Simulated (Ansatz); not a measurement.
The relaxed structure here is a generated cell of CdTe: the first start was made by placing the elements on the sites of a structure type, and the end was not matched to a known phase here, so it may be hypothetical. Known forms of CdTe include space group No. 216.

One stationary structure of CdTe. Space group Pnma (No. 62). Method: PBE (plane waves to 420 eV, PAW, scalar-relativistic; Ansatz, a program for electronic structure).

```xyz
8
Lattice="8.8187 0.0000 0.0000 0.0000 4.7830 0.0000 0.0000 0.0000 8.0042" Properties=species:S:1:pos:R:3 pbc="T T T"
Cd     5.7946     3.5872     7.2269
Cd     7.4334     1.1957     3.2248
Cd     3.0241     1.1957     0.7773
Cd     1.3852     3.5872     4.7794
Te     2.8628     3.5872     7.1821
Te     1.5466     1.1957     3.1800
Te     5.9559     1.1957     0.8221
Te     7.2721     3.5872     4.8243
```

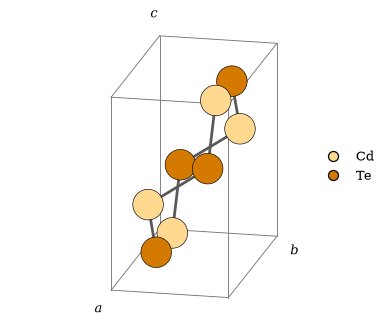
Figure. The conventional cell of the relaxed structure

| Property | Value |
|---|---|
| Volume per atom | 42.20 Å³ |
| Band gap | 0.70 eV, direct at Γ (no spin-orbit coupling) |
| Shortest distances | Cd–Te 2.82 Å |
| k-mesh | 4×7×4 |

Band energies at high-symmetry points (eV from the VBM; labels of this space group; no spin-orbit coupling), from −5 eV up to 5.2 eV:

```csv
point,energies
Γ,-4.04 -3.66 -2.45 -2.34 -1.95 -1.66 -0.78 -0.77 -0.29 -0.23 -0.23 0.00 0.70 2.01 2.22 3.34 3.98 4.05 4.73 4.85 4.93 4.93
X,-3.98 -3.98 -1.99 -1.99 -1.41 -1.41 -1.40 -1.40 -0.52 -0.52 -0.21 -0.21 1.76 1.76 2.54 2.54 3.65 3.65 4.75 4.75 4.87 4.87
S,-3.71 -3.71 -3.71 -3.71 -1.82 -1.82 -1.82 -1.82 -0.92 -0.92 -0.92 -0.92 3.20 3.20 3.20 3.20 3.90 3.90 3.90 3.90
Y,-4.05 -4.05 -3.25 -3.25 -2.29 -2.29 -1.37 -1.37 -1.32 -1.32 -0.66 -0.66 2.80 2.80 3.00 3.00 4.84 4.84 4.87 4.87
Z,-3.75 -3.75 -2.29 -2.29 -1.37 -1.37 -1.27 -1.27 -0.73 -0.73 -0.42 -0.42 2.18 2.18 2.90 2.90 3.61 3.61 4.99 4.99
U,-3.28 -3.28 -3.02 -3.02 -1.25 -1.25 -1.23 -1.23 -0.44 -0.44 -0.40 -0.40 2.03 2.03 2.47 2.47 3.99 3.99 4.51 4.51
R,-3.87 -3.87 -3.87 -3.87 -1.36 -1.36 -1.36 -1.36 -1.07 -1.07 -1.07 -1.07 2.51 2.51 2.51 2.51 4.55 4.55 4.55 4.55
T,-4.19 -4.19 -3.35 -3.35 -2.09 -2.09 -1.66 -1.66 -0.79 -0.79 -0.40 -0.40 2.29 2.29 2.52 2.52 4.70 4.70 5.13 5.13
```

No spin polarisation in the result. Without spin-orbit coupling the bands of the heavy element are not split, so the gap can be far off.

The run could not lose the symmetry of its start: the end is stationary, and may be a saddle point rather than a minimum.
